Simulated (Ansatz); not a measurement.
Geometry relaxation, with input and output: GeH4ClOF (part 1 of 2)

- system: GeH4ClOF
- method: RKS BHLYP-D4/def2-SVP (Ansatz 0.2.0)

The input holds or restrains some coordinates. It belongs to a series of runs on one base structure; here: pulled along the bonds that form and break, towards end B. Figures and captions count atoms from 1; the log counts them from 0 in places.

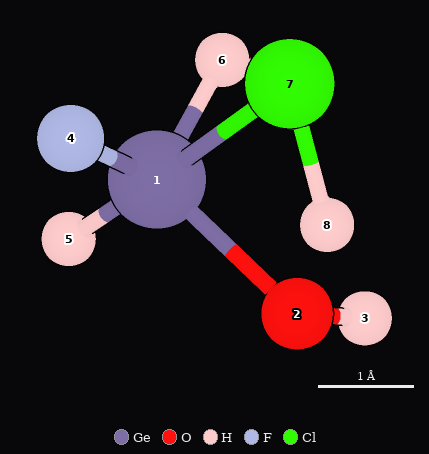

Fig. 1: The input geometry (ball-and-stick view, seen at a tilt; atoms are numbered from 1 in the order of the input). Sticks mark near contacts.

## The input
```yaml
crystal:
  periodic: [false, false, false]
  atoms:
    - { symbol: Ge, position_ang: [0.0, 0.0, 0.0] }
    - { symbol: O, position_ang: [0.0, 0.0, 2.12] }
    - { symbol: H, position_ang: [-0.9095, -0.2814, 2.4571] }
    - { symbol: F, position_ang: [1.5842, 0.0, -0.5594] }
    - { symbol: H, position_ang: [-0.73, 1.2648, -0.5162] }
    - { symbol: H, position_ang: [-0.73, -1.2648, -0.5162] }
    - { symbol: Cl, position_ang: [1.3153, -1.9973, 0.7946] }
    - { symbol: H, position_ang: [0.6933, -1.0528, 1.9346] }
basis:
  gaussian: { orbitals: def2-SVP }
hamiltonian:
  xc: { name: BHLYP }
  dispersion: d4
relax:
  f_tol: 0.15
  max_steps: 25
  restrain:
    - { distance: [0, 6], at: 2.22, k: 30.0 }
    - { distance: [7, 1], at: 1.01, k: 30.0 }
    - { distance: [0, 1], at: 2.97, k: 30.0 }
    - { distance: [7, 6], at: 2.57, k: 30.0 }
output:
  orbitals: {}
```

Run as:
```bash
ansatz run input.yaml --threads 2 --pin off --max-ram 3072MiB --backend cpu --events-out ev --progress --plain --runs-dir out
```

## The program's output
```
The last accepted step is kept in [file] (removed where the run ends without a failure and the disk answers)
Engine: ansatz 0.2.0, aarch64-unknown-linux-gnu
Functional definition: BHLYP
  parameter a = 0.5
  exchange = (1 - a)*b88_x + a*exact_x
  correlation = lyp_c
1011 factors; integrals over basis functions are off by at most 2.6e-4 eV
mean field evaluation 1: about -73847.8485 eV, gradient 4.8e1 eV
mean field evaluation 2: about -73845.5427 eV, gradient 6.2e1 eV
mean field evaluation 4: about -73851.7567 eV, gradient 1.9e0 eV
mean field evaluation 8: about -73851.7993 eV, gradient 1.1e-1 eV
mean field evaluation 16: about -73851.7993 eV, gradient 3.2e-5 eV
mean field -73851.79934671 eV, -2714.0035674439 hartree, gradient 3.2e-5 eV, S^2 0.000000; 0 other end points of the search recorded, 0 dependent functions left out
the calculation of the forces begins
reference -73851.79949733 eV, -2714.0035729793 hartree; 35, 35 occupied and 63, 63 virtual orbitals, 1011 factors
relax step   1: F+E_penalty+E_count = -73852.00271419 eV  Δ(F+E_penalty+E_count) = +0.000e0 eV  max|allowed force component| = 2.445e0 eV/Å  E_restraint = 27.17989309 eV  max|allowed force component, restraints' pulls added| = 2.413e1 eV/Å  Δτ_max = 0.0000 Å  (28 SCF iters, accepted)
  distance Ge 0 - Cl 6 = 2.5200 Å
  distance H 7 - O 1 = 1.2741 Å
  distance Ge 0 - O 1 = 2.1200 Å
  distance H 7 - Cl 6 = 1.6058 Å
these checks for a lower state are left out or cut short: starts, cluster_reference, orbital_swaps, neighbouring_geometries, increment
1011 factors; integrals over basis functions are off by at most 2.8e-4 eV
mean field -73851.63385200 eV, -2713.9974856255 hartree, gradient 1.9e-5 eV, S^2 0.000000; 0 other end points of the search recorded, 0 dependent functions left out
[... from here on the field's lines of each further geometry are left out, up to the last ...]
relax step   2: F+E_penalty+E_count = -73851.83349926 eV  Δ(F+E_penalty+E_count) = +1.692e-1 eV  max|allowed force component| = 2.496e0 eV/Å  E_restraint = 12.26700365 eV  max|allowed force component, restraints' pulls added| = 1.597e1 eV/Å  Δτ_max = 0.1948 Å  (38 SCF iters, accepted)
relax step   3: F+E_penalty+E_count = -73851.90489848 eV  Δ(F+E_penalty+E_count) = -7.140e-2 eV  max|allowed force component| = 2.589e0 eV/Å  E_restraint = 3.99167259 eV  max|allowed force component, restraints' pulls added| = 8.975e0 eV/Å  Δτ_max = 0.1947 Å  (33 SCF iters, accepted)
relax step   4: F+E_penalty+E_count = -73852.39107830 eV  Δ(F+E_penalty+E_count) = -4.862e-1 eV  max|allowed force component| = 1.437e0 eV/Å  E_restraint = 0.33276473 eV  max|allowed force component, restraints' pulls added| = 2.548e0 eV/Å  Δτ_max = 0.1960 Å  (32 SCF iters, accepted)
relax step   5: F+E_penalty+E_count = -73853.09248385 eV  Δ(F+E_penalty+E_count) = -7.014e-1 eV  max|allowed force component| = 1.102e0 eV/Å  E_restraint = 0.02045732 eV  max|allowed force component, restraints' pulls added| = 8.583e-1 eV/Å  Δτ_max = 0.1946 Å  (32 SCF iters, accepted)
relax step   6: F+E_penalty+E_count = -73853.64613025 eV  Δ(F+E_penalty+E_count) = -5.536e-1 eV  max|allowed force component| = 1.783e0 eV/Å  E_restraint = 0.00565726 eV  max|allowed force component, restraints' pulls added| = 1.401e0 eV/Å  Δτ_max = 0.1947 Å  (30 SCF iters, accepted)
relax step   7: F+E_penalty+E_count = -73854.07311116 eV  Δ(F+E_penalty+E_count) = -4.270e-1 eV  max|allowed force component| = 1.716e0 eV/Å  E_restraint = 0.01121974 eV  max|allowed force component, restraints' pulls added| = 1.249e0 eV/Å  Δτ_max = 0.1998 Å  (30 SCF iters, accepted)
relax step   8: F+E_penalty+E_count = -73854.33012958 eV  Δ(F+E_penalty+E_count) = -2.570e-1 eV  max|allowed force component| = 1.221e0 eV/Å  E_restraint = 0.02014129 eV  max|allowed force component, restraints' pulls added| = 5.808e-1 eV/Å  Δτ_max = 0.1945 Å  (30 SCF iters, accepted)
relax step   9: F+E_penalty+E_count = -73854.43718416 eV  Δ(F+E_penalty+E_count) = -1.071e-1 eV  max|allowed force component| = 8.585e-1 eV/Å  E_restraint = 0.02216395 eV  max|allowed force component, restraints' pulls added| = 2.398e-1 eV/Å  Δτ_max = 0.2000 Å  (30 SCF iters, accepted)
relax step  10: F+E_penalty+E_count = -73854.52627682 eV  Δ(F+E_penalty+E_count) = -8.909e-2 eV  max|allowed force component| = 1.158e0 eV/Å  E_restraint = 0.02229554 eV  max|allowed force component, restraints' pulls added| = 7.485e-1 eV/Å  Δτ_max = 0.1953 Å  (29 SCF iters, accepted)
relax step  11: F+E_penalty+E_count = -73854.61282435 eV  Δ(F+E_penalty+E_count) = -8.655e-2 eV  max|allowed force component| = 9.888e-1 eV/Å  E_restraint = 0.01838618 eV  max|allowed force component, restraints' pulls added| = 4.431e-1 eV/Å  Δτ_max = 0.1989 Å  (29 SCF iters, accepted)
relax step  12: F+E_penalty+E_count = -73854.67707070 eV  Δ(F+E_penalty+E_count) = -6.425e-2 eV  max|allowed force component| = 9.237e-1 eV/Å  E_restraint = 0.01961669 eV  max|allowed force component, restraints' pulls added| = 1.444e-1 eV/Å  Δτ_max = 0.2000 Å  (29 SCF iters, accepted)
relax step  13: F+E_penalty+E_count = -73854.67549273 eV  Δ(F+E_penalty+E_count) = +1.578e-3 eV  max|allowed force component| = 1.143e0 eV/Å  E_restraint = 0.02081377 eV  max|allowed force component, restraints' pulls added| = 7.098e-1 eV/Å  Δτ_max = 0.1976 Å  (29 SCF iters, rejected (line search))
relax step  14: F+E_penalty+E_count = -73854.69444355 eV  Δ(F+E_penalty+E_count) = -1.737e-2 eV  max|allowed force component| = 8.291e-1 eV/Å  E_restraint = 0.02259922 eV  max|allowed force component, restraints' pulls added| = 1.815e-1 eV/Å  Δτ_max = 0.0976 Å  (30 SCF iters, accepted)
relax step  15: F+E_penalty+E_count = -73854.69955727 eV  Δ(F+E_penalty+E_count) = -5.114e-3 eV  max|allowed force component| = 8.648e-1 eV/Å  E_restraint = 0.02099649 eV  max|allowed force component, restraints' pulls added| = 2.145e-1 eV/Å  Δτ_max = 0.0970 Å  (30 SCF iters, accepted)
the calculation of the forces begins
reference -73854.51923545 eV, -2714.1035215118 hartree; 35, 35 occupied and 63, 63 virtual orbitals, 1012 factors
relax step  16: F+E_penalty+E_count = -73854.70576171 eV  Δ(F+E_penalty+E_count) = -6.204e-3 eV  max|allowed force component| = 9.402e-1 eV/Å  E_restraint = 0.02122974 eV  max|allowed force component, restraints' pulls added| = 8.750e-2 eV/Å  Δτ_max = 0.1322 Å  (30 SCF iters, accepted)
  distance Ge 0 - Cl 6 = 2.2021 Å
  distance H 7 - O 1 = 0.9771 Å
  distance Ge 0 - O 1 = 2.9673 Å
  distance H 7 - Cl 6 = 2.5720 Å
1012 factors; integrals over basis functions are off by at most 3.7e-4 eV
mean field evaluation 128: about -73854.4714 eV, gradient 3.2e0 eV
```

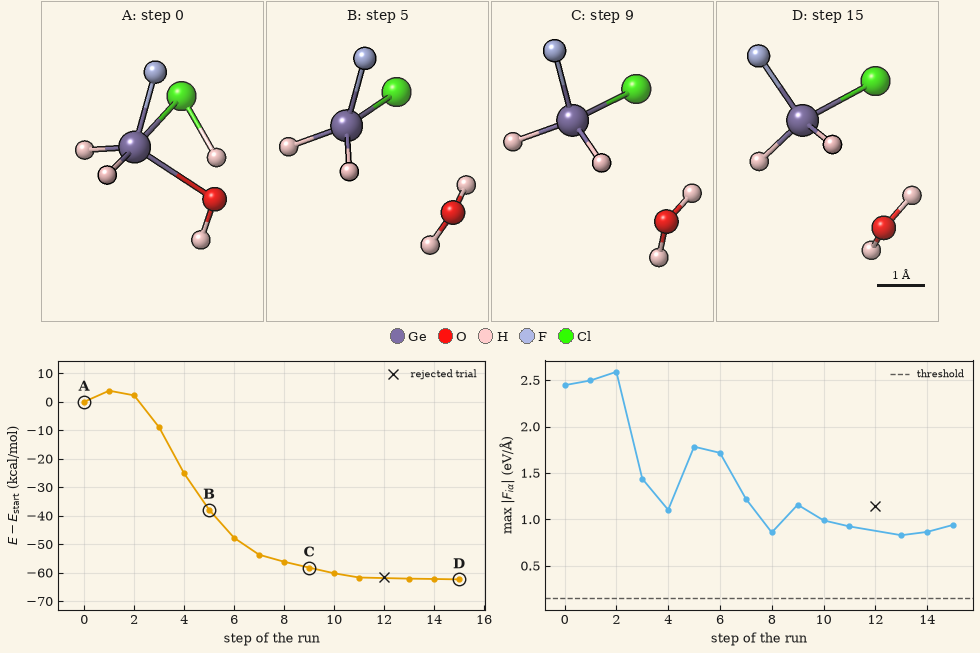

Fig. 2: Frames of the restrained relaxation (ball-and-stick view, seen at a tilt) above the curves, on which the letters mark them (the first geometry is step 0 here and step 1 in the log).

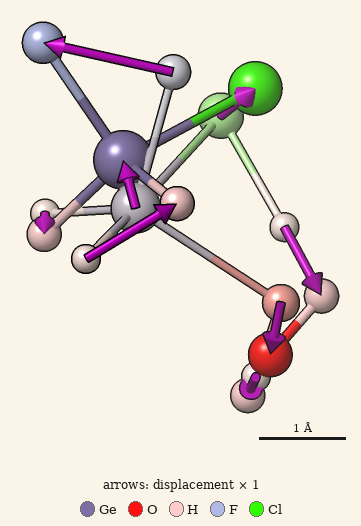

Fig. 3: Start (faint) and end (solid) with the displacements as pink arrows, at true length (ball-and-stick view, seen at a tilt). The two geometries are laid on each other by the best rigid fit. F4 moves most after the best rigid fit: 1.57 Å. Largest moves by element: F 1.57 Å, H 1.26 Å, Cl 0.80 Å, O 0.68 Å, Ge 0.60 Å. Distances before and after: Cl7–H8 1.606 → 2.572 Å, Ge1–O2 2.120 → 2.967 Å, Ge1–Cl7 2.520 → 2.202 Å, O2–H8 1.274 → 0.977 Å. New bonds form: O2–H8 (1.27 → 0.98 Å). Bonds break: Ge1–O2 (2.12 → 2.97 Å). Among the angles that change: H5–Ge1–Cl7 176.6° → 109.5°, F4–Ge1–Cl7 67.2° → 103.8°, H6–Ge1–Cl7 72.8° → 109.2°. The energy falls by 62.3 kcal/mol in 15 geometry steps. Largest force component: 2.4 eV/Å at the start, 0.94 eV/Å at the end. The line search rejected the trial step at point 12 (counted from 0) and went back. (Atoms are counted from 1 in the order of the input.)

```
mean field -73854.51908456 eV, -2714.1035159666 hartree, gradient 2.3e-5 eV, S^2 0.000000; 1 other end points of the search recorded, 0 dependent functions left out
the calculation of the forces begins
reference -73854.51923545 eV, -2714.1035215118 hartree; 35, 35 occupied and 63, 63 virtual orbitals, 1012 factors
Total energy: -73854.70591261 eV, -2714.1103817706 hartree
Atom 0 at     0.416714    -0.240714    -0.375802 Å, force     0.278099    -0.299766     0.425949 eV/Å
Atom 1 at    -0.605298    -0.151625     2.408568 Å, force     0.940249    -0.431318     0.057720 eV/Å
Atom 2 at    -1.274904    -0.798812     2.620353 Å, force    -0.047520    -0.032027     0.009725 eV/Å
Atom 3 at     1.088345    -0.273019    -1.967100 Å, force     0.005297    -0.012158    -0.007535 eV/Å
Atom 4 at     0.570387     1.181711     0.117422 Å, force    -0.004550    -0.017922     0.000792 eV/Å
Atom 5 at    -0.950449    -0.883620    -0.494476 Å, force     0.005595     0.004835     0.016449 eV/Å
Atom 6 at     1.743527    -1.565088     0.779629 Å, force    -0.325635     0.333665    -0.302633 eV/Å
Atom 7 at     0.234978    -0.600333     2.625907 Å, force    -0.851535     0.454691    -0.200467 eV/Å
Dipole moment:    -0.464219    -0.073983     0.435715 e Å
```

## Trajectory as extended XYZ (Å, eV, eV/Å), 13 of the 16 frames kept, from step=1 to step=16
```
8
Properties=species:S:1:pos:R:3:forces:R:3 step=1 energy=-73852.00271
Ge    0.0000    0.0000    0.0000   -1.6663  -1.2531   0.7882
O     0.0000    0.0000    2.1200   -1.4509  -1.4841  -1.6700
H    -0.9095   -0.2814    2.4571    2.0354   0.6668  -0.6991
F     1.5842    0.0000   -0.5594    1.1151   2.3289  -1.3719
H    -0.7300    1.2648   -0.5162    0.4742   0.1182   0.7117
H    -0.7300   -1.2648   -0.5162   -0.3705   0.8321   0.1900
Cl    1.3153   -1.9973    0.7946    0.2064  -1.7784   2.4453
H     0.6933   -1.0528    1.9346   -0.3435   0.5695  -0.3941
8
Properties=species:S:1:pos:R:3:forces:R:3 step=2 energy=-73851.83350
Ge    0.0220   -0.0771   -0.1238   -0.6967  -0.4050   1.2276
O     0.0074   -0.0090    2.2712    0.6591  -2.4744  -2.3782
H    -0.9114   -0.2822    2.4621    0.9760  -0.0077   0.1225
F     1.6171    0.0287   -0.5874    1.5007   2.4959  -1.7447
H    -0.7209    1.2609   -0.5073    0.6619  -0.3618   0.7992
H    -0.7413   -1.2709   -0.5237   -1.0983  -0.3024  -0.4849
Cl    1.3358   -2.0479    0.6559   -0.3547  -1.1625   1.8490
H     0.6147   -0.9340    2.0675   -1.6479   2.2179   0.6095
```
